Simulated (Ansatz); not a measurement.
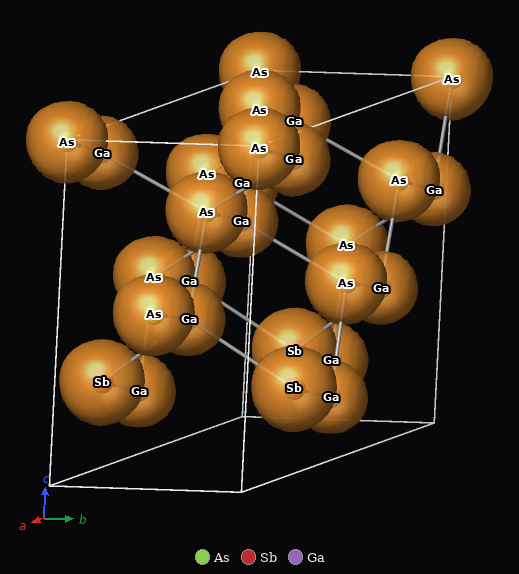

*Ga4SbAs3. Isosurface of the valence charge density (pseudo) at 0.8 e/Å³ (orange), seen slightly off an axis. Sticks mark near contacts.*

Space group Cm; started from the ordered alloy on zincblende lattice prototype, which need not be the ambient phase.

Computed with DFT, PBE, plane waves, PAW (Ansatz 0.2.0).

**What does this surface tell about the bonding?**

At this value the density breaks into separate islands; it holds about 70 % of the electrons treated as valence (semicore included). It bridges none of the near contacts. It is pinched off along the sampled Ga–As (2.47 Å), Ga–Sb (2.62 Å), Ga–As (2.51 Å) and Ga–Sb (2.66 Å) contacts. On the grid the lowest density along these lines, outside the cores, is 0.47 e/Å³ (Ga–As, 2.47 Å), 0.42 e/Å³ (Ga–Sb, 2.62 Å), 0.44 e/Å³ (Ga–As, 2.51 Å) and 0.38 e/Å³ (Ga–Sb, 2.66 Å).
